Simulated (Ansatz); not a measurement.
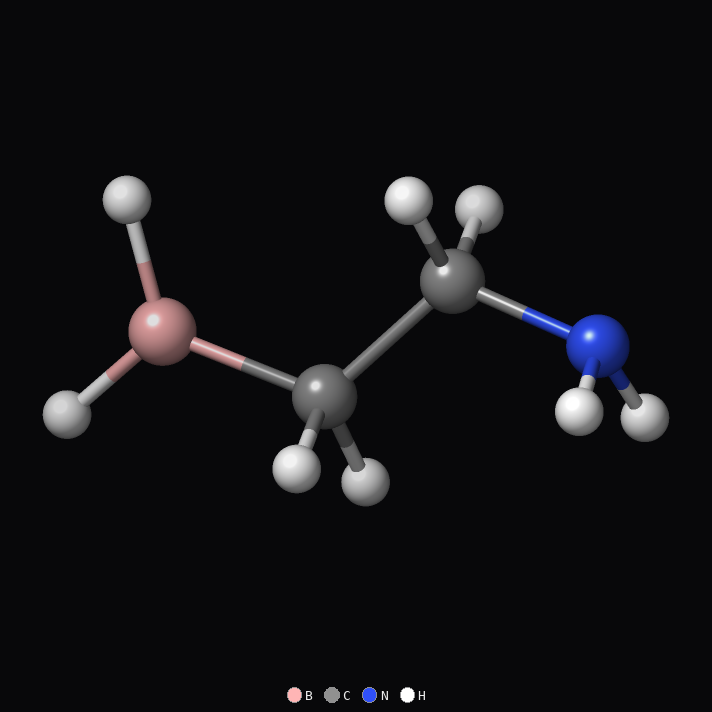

A ball-and-stick model of a molecule. Every bond is drawn as one stick, whatever its order.

The computed structure is the end point of a PBE0-D4/def2-TZVP optimisation.

Describe the molecule.

It has 12 atoms: 2 carbon, 8 hydrogen, 1 boron and 1 nitrogen (C₂H₈BN). As SMILES it reads `BCCN`. It has no ring. Among its groups: primary amine, B–H bond. Coordination: 1 B trigonal planar; 2 C tetrahedral; 1 N trigonal pyramidal.

The parts below concern this one geometry. Atoms keep their numbers from picture to picture.

## Levels of theory compared

Program: Ansatz 0.2.0.

Compare HOMO–LUMO gap (eV), dipole (D), HOMO energy (eV) at these levels: B3LYP-D4/def2-TZVPP; PBE-D4/def2-TZVPP; r2SCAN-D4/def2-TZVPP; ωB97M-V/def2-TZVPP.

| level | HOMO–LUMO gap (eV) | dipole (D) | HOMO energy (eV) |
| --- | --- | --- | --- |
| B3LYP-D4/def2-TZVPP | 5.00 | 1.31 | −6.58 |
| PBE-D4/def2-TZVPP | 2.98 | 1.30 | −5.35 |
| r2SCAN-D4/def2-TZVPP | 3.71 | 1.32 | −5.64 |
| ωB97M-V/def2-TZVPP | 9.78 | 1.33 | −9.22 |

## Thermal motion

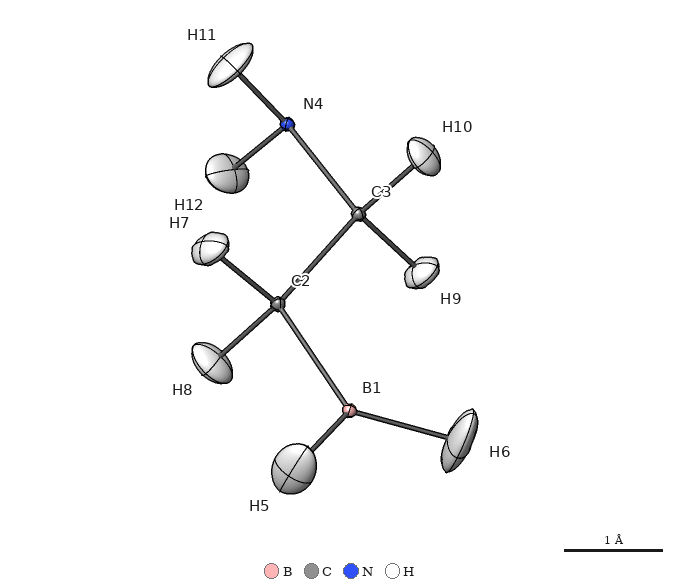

Displacement ellipsoids at the 50 % level, from the internal vibrations of the free molecule (harmonic, no overall translation or rotation; no half-axis is drawn under 0.075 Å). Vibrations computed with RKS PBE0-D4/def2-TZVP (Ansatz 0.2.0). Temperature: 0 K (zero-point motion alone).

Which atom moves most?

H6, with U_eq = 0.0381 Å².

Does H6 move more along its bond or across it?

Across it: the root-mean-square amplitude is 0.083 Å along the bond and up to 0.289 Å across, since bending and torsion are softer than stretching.

List U_eq and the three principal root-mean-square amplitudes for each kind of atom.

```json
{"atom": "B1", "U_eq (Å²)": "0.0019", "rms amplitudes (Å)": "0.032, 0.044, 0.051"}
{"atom": "C2", "U_eq (Å²)": "0.0021", "rms amplitudes (Å)": "0.033, 0.044, 0.057"}
{"atom": "C3", "U_eq (Å²)": "0.0018", "rms amplitudes (Å)": "0.033, 0.040, 0.051"}
{"atom": "N4", "U_eq (Å²)": "0.0014", "rms amplitudes (Å)": "0.029, 0.037, 0.043"}
{"atom": "H5", "U_eq (Å²)": "0.0270", "rms amplitudes (Å)": "0.088, 0.145, 0.229"}
{"atom": "H6", "U_eq (Å²)": "0.0381", "rms amplitudes (Å)": "0.083, 0.154, 0.289"}
{"atom": "H7", "U_eq (Å²)": "0.0161", "rms amplitudes (Å)": "0.085, 0.124, 0.161"}
{"atom": "H8", "U_eq (Å²)": "0.0179", "rms amplitudes (Å)": "0.088, 0.129, 0.171"}
{"atom": "H9", "U_eq (Å²)": "0.0143", "rms amplitudes (Å)": "0.082, 0.121, 0.147"}
{"atom": "H10", "U_eq (Å²)": "0.0142", "rms amplitudes (Å)": "0.082, 0.119, 0.147"}
{"atom": "H11", "U_eq (Å²)": "0.0212", "rms amplitudes (Å)": "0.075, 0.138, 0.197"}
{"atom": "H12", "U_eq (Å²)": "0.0210", "rms amplitudes (Å)": "0.074, 0.139, 0.195"}
```

## Charges

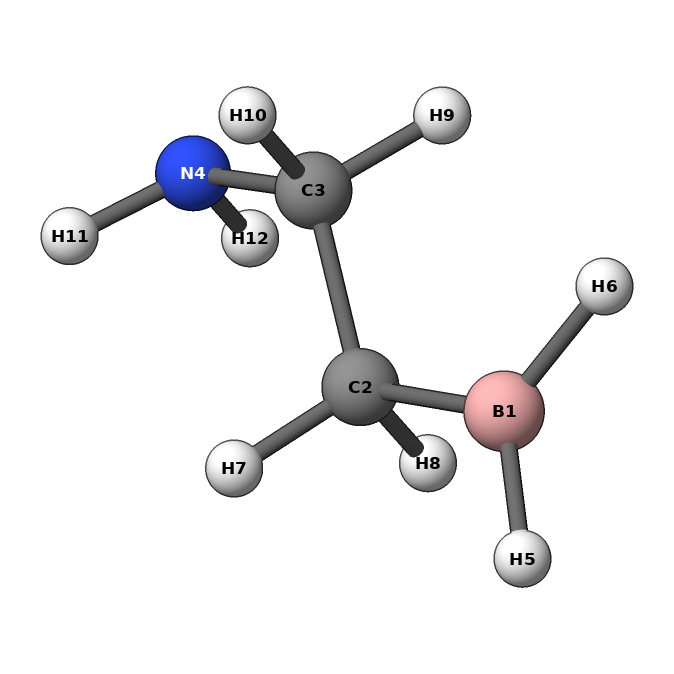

The questions are on Mulliken charges. Properties computed with RKS ωB97M-V/def2-TZVPP (Ansatz 0.2.0).

Give the Mulliken charges atom by atom.

```csv
atom,value (e)
B1,−0.19
C2,−0.19
C3,−0.06
N4,−0.27
H5,0.08
H6,0.07
H7,0.10
H8,0.09
H9,0.10
H10,0.10
H11,0.09
H12,0.09
```

Mulliken values depend strongly on the basis set and can even reverse the polarity of a bond.
